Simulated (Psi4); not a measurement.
# B2NH5 (SMILES BNB) at MP2/aug-pcseg-2 (density fitting, density fitting for correlation, sweep point 3)

Aim: the vertical electron affinity of B2NH5 at MP2/aug-pcseg-2 (density fitting, density fitting for correlation, sweep point 3), from 2 runs. 

Program for the calculation: Psi4 1.11.

**1. Starting point**

B2NH5: 8 atoms, total charge 0, spin state singlet. SMILES: `BNB`. The coordinates come from a PBE0-D4/def2-TZVP relaxation.

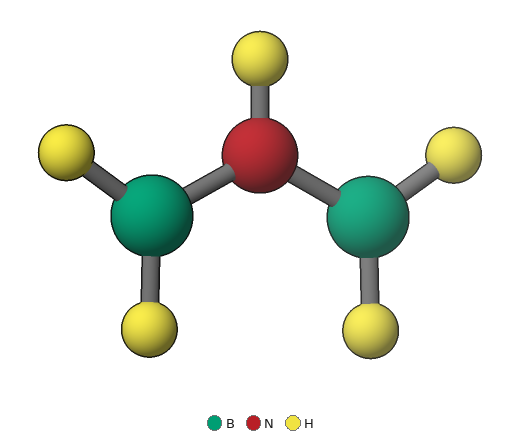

Viewed from a chosen angle; boron teal, nitrogen red, hydrogen yellow.

**2. The energy at MP2/aug-pcseg-2 (density fitting, density fitting for correlation, sweep point 3)**

Contents of b2h5n.inp:

```
memory 1.6 GB

molecule molecule1 {
  0 1
  B     -0.828200     0.654900    -0.693300
  N      0.260000     0.377700     0.170800
  B      0.695200    -0.910900     0.567700
  H     -1.449400    -0.261400    -1.140100
  H     -1.097800     1.791200    -0.954100
  H      0.771000     1.169500     0.536500
  H      1.631600    -1.014200     1.305600
  H      0.109700    -1.864100     0.150900
  units angstrom
  symmetry c1
}

set {
  basis           aug-pcseg-2
  puream          true
  scf_type        df
  num_frozen_docc 3
}

E, wfn = energy("mp2", return_wfn=True)
print_variables()
```

Run with:

```console
$ psi4 b2h5n.inp b2h5n.out -n 1
```

b2h5n.out:

```text
[...]
  Running in c1 symmetry.
[...]
  Nuclear repulsion =   58.239730875990219
[...]
  Multiplicity = 1
[...]
  Nalpha       = 11
  Nbeta        = 11
[...]
    Number of basis functions: 253
[...]
   @DF-RHF iter   1:  -106.72137645192481   -1.01401e+00   1.80884e-03 DIIS/ADIIS
[...]
   @DF-RHF iter  10:  -106.82042042656376   -1.00471e-11   1.89301e-09 DIIS
[...]
    Orbital Energies [Eh]
    ---------------------
    Doubly Occupied:
       1A    -15.553734     2A     -7.603038     3A     -7.603020
       4A     -1.172869     5A     -0.739900     6A     -0.720197
       7A     -0.599387     8A     -0.547168     9A     -0.479179
      10A     -0.469773    11A     -0.466634
[...]
  @DF-RHF Final Energy:  -106.82042042656376
   => Energetics <=
    Nuclear Repulsion Energy =             58.2397308759902188
    One-Electron Energy =                -258.2105074872443993
    Two-Electron Energy =                  93.1503561846904091
    Total Energy =                       -106.8204204265637571
[...]
 Multipole Moments:
 ------------------------------------------------------------------------------------
     Multipole            Electronic (a.u.)      Nuclear  (a.u.)        Total (a.u.)
 ------------------------------------------------------------------------------------
 L = 1.  Multiply by 2.5417464519 to convert [e a0] to [Debye]
 Dipole X            :          0.2751516           -0.0514687            0.2236829
 Dipole Y            :          0.4266180           -0.0796636            0.3469544
 Dipole Z            :          0.1970649           -0.0369311            0.1601338
 Magnitude           :                                                    0.4427801
[...]
```

It took 5.7 s on 1 thread of Intel Xeon Platinum 8375C at 2.90GHz (Ice Lake), shared host; peak memory 0.45 GiB.

**3. The doublet anion**

Contents of job.inp:

```
memory 1.6 GB

molecule geom {
  -1 2
  B     -0.828200     0.654900    -0.693300
  N      0.260000     0.377700     0.170800
  B      0.695200    -0.910900     0.567700
  H     -1.449400    -0.261400    -1.140100
  H     -1.097800     1.791200    -0.954100
  H      0.771000     1.169500     0.536500
  H      1.631600    -1.014200     1.305600
  H      0.109700    -1.864100     0.150900
  symmetry c1
}

set globals {
  basis aug-pcseg-2
  reference uhf
  puream true
  scf_type df
  num_frozen_docc 3
  maxiter 100
}

e, wfn = energy("mp2", return_wfn=True)
print_variables()
```

Run with:

```console
$ psi4 job.inp job.out -n 1
```

job.out:

```text
[...]
  Running in c1 symmetry.
[...]
  Nuclear repulsion =   58.239730875990219
[...]
  Multiplicity = 2
[...]
  Nalpha       = 12
  Nbeta        = 11
[...]
    Number of basis functions: 253
[...]
   @DF-UHF iter   1:  -106.56928400896675   -8.61914e-01   2.23057e-03 DIIS/ADIIS
[...]
   @DF-UHF iter  17:  -106.79459527772542    6.69019e-10   6.14717e-09 DIIS
[...]
   @S^2 Observed:                7.500032604E-01
[...]
    Orbital Energies [Eh]
    ---------------------
    Alpha Occupied:
       1A    -15.469760     2A     -7.518220     3A     -7.518199
       4A     -1.088903     5A     -0.655473     6A     -0.636484
       7A     -0.514370     8A     -0.463013     9A     -0.395001
      10A     -0.384837    11A     -0.382763    12A      0.025782
    Alpha Virtual:
      13A      0.073553    14A      0.081039    15A      0.092668
      16A      0.093229    17A      0.102911    18A      0.103037
      19A      0.129177    20A      0.138346    21A      0.139921
      22A      0.149364    23A      0.154073    24A      0.163247
      25A      0.166578    26A      0.171382    27A      0.180734
[...]
  @DF-UHF Final Energy:  -106.79459527772542
   => Energetics <=
    Nuclear Repulsion Energy =             58.2397308759902188
    One-Electron Energy =                -260.0418151600860028
    Two-Electron Energy =                  95.0074890063703492
    Total Energy =                       -106.7945952777254206
  UHF NO Occupations:
  HONO-2 :   10  A 1.9999994
  HONO-1 :   11  A 1.9999994
  HONO-0 :   12  A 1.0000000
  LUNO+0 :   13  A 0.0000006
  LUNO+1 :   14  A 0.0000006
[...]
 Multipole Moments:
 ------------------------------------------------------------------------------------
     Multipole            Electronic (a.u.)      Nuclear  (a.u.)        Total (a.u.)
 ------------------------------------------------------------------------------------
 L = 1.  Multiply by 2.5417464519 to convert [e a0] to [Debye]
 Dipole X            :         -0.1581561           -0.0514687           -0.2096248
 Dipole Y            :         -0.2432844           -0.0796636           -0.3229481
 Dipole Z            :         -0.1133175           -0.0369311           -0.1502486
 Magnitude           :                                                    0.4132949
[...]
```

Run time: 11 s. Hardware: 1 thread of Intel Xeon Platinum 8375C at 2.90GHz (Ice Lake), shared host; peak memory 0.46 GiB.

**4. Outcome**

At MP2/aug-pcseg-2 (density fitting, density fitting for correlation, sweep point 3), 3 core orbitals frozen:

```
                                                                 quantity          value
                                              singlet B2NH5: total energy  -107.23621 Eh
                       singlet B2NH5: HOMO energy (Hartree–Fock orbitals)      -12.70 eV
                       singlet B2NH5: LUMO energy (Hartree–Fock orbitals)        0.61 eV
                     singlet B2NH5: HOMO–LUMO gap (Hartree–Fock orbitals)       13.31 eV
               singlet B2NH5: correlation energy (3 core orbitals frozen)     -415.8 mEh
                                              doublet anion: total energy  -107.21187 Eh
doublet anion: HOMO energy (Hartree–Fock orbitals) (highest over α and β)        0.70 eV
 doublet anion: LUMO energy (Hartree–Fock orbitals) (lowest over α and β)        2.00 eV
               doublet anion: correlation energy (3 core orbitals frozen)     -417.3 mEh
                         doublet anion: ⟨S²⟩ of the reference determinant          0.750
                        vertical electron affinity (to the doublet anion)      -0.662 eV
```

What this shows: The anion lies 0.66 eV (15.3 kcal/mol) above the neutral: the electron isn't bound at this level, and such a value depends on the basis. The HOMO (doublet anion) lies at positive energy, 0.70 eV: the electron is unbound at this level or held by a compact basis; values depend on the basis.
